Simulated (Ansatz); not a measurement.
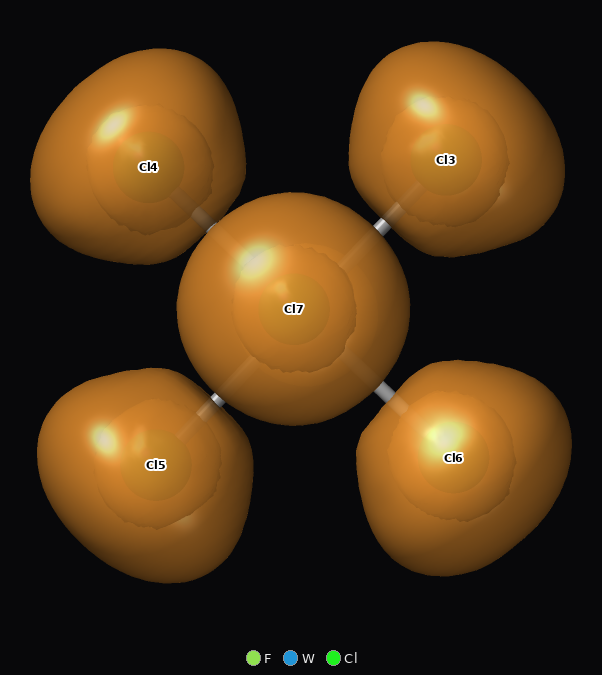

Figure. Cl$_{5}$FW (SMILES [F][W]([Cl])([Cl])([Cl])([Cl])[Cl]). Isosurface of the ELF at 0.75 (orange), seen across its widest extent. Only the valence region is drawn (cores and ρ < 0.01 e/Å³ removed).

Geometry: PBE0-D4/def2-TZVP; core potentials replace the inner electrons of W.

All numbers below come from Ansatz 0.2.0, RKS PBE0-D4/def2-TZVPP.

```csv
atom,x (Å),y (Å),z (Å)
F,-1.1339,0.0672,-1.4986
W,-0.0070,-0.0087,-0.0271
Cl,-1.8117,-0.5788,1.2514
Cl,0.3572,-2.2146,-0.4939
Cl,1.7262,0.5662,-1.3989
Cl,-0.4427,2.2020,0.3464
Cl,1.3730,-0.1016,1.7749
```

Question: Identify the bonds, lone pairs and shells in this picture.

Answer: The surface consists of five regions wrapped around Cl (the valence shell of each) and one region wrapped around F (its valence shell).

Values along the shortest contacts:
W–F (1.85 Å): the ELF peaks at about 0.80 in the valence shell of F, 0.5 Å from its nucleus, and drops to about 0.25 between the two atoms. W–Cl (2.27 Å): the ELF peaks at about 0.85 in the valence shell of Cl, 0.8 Å from its nucleus, and is about 0.45 at the midpoint.
